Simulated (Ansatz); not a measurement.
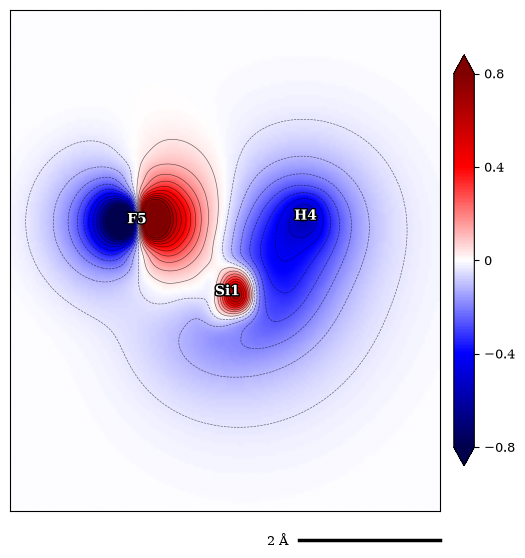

FHSi···HF. The HOMO−1 on the plane of atoms H4, Si1 and F5 (values in Å⁻³ᐟ²; the overall sign is arbitrary).

Method: RKS PBE0-D4/def2-SVP in Ansatz.

Input

```
crystal:
  periodic: [false, false, false]
  atoms:
    - { symbol: Si, position_ang: [0.0, 0.0, 0.0] }
    - { symbol: H, position_ang: [0.8854, 0.0, 1.4041] }
    - { symbol: F, position_ang: [1.7331, 0.0, 0.448] }
    - { symbol: H, position_ang: [-0.6877, 1.1914, -0.4862] }
    - { symbol: F, position_ang: [-0.7489, -1.2974, -0.5295] }
basis:
  gaussian: { orbitals: def2-SVP }
hamiltonian:
  xc: pbe0
  dispersion: d4
relax:
  f_tol: 0.15
  max_steps: 25
  restrain:
    - { distance: [1, 2], at: 0.92, k: 30.0 }
    - { distance: [0, 1], at: 2.66, k: 30.0 }
    - { distance: [0, 2], at: 2.79, k: 30.0 }
output:
  orbitals: {}
```

Command:

```sh
ansatz run input.yaml --threads 1 --pin off --max-ram 2048MiB --backend cpu --events-out ev --progress --plain --runs-dir out
```

The fields are those of the run's last geometry, not of the input's.

Q: What is the character of this orbital?

A: It lies mainly on Si1 (about 35 %), F5 (about 35 %), H4 (about 20 %) and F3 (about 10 %). Its energy is −11.06 eV.
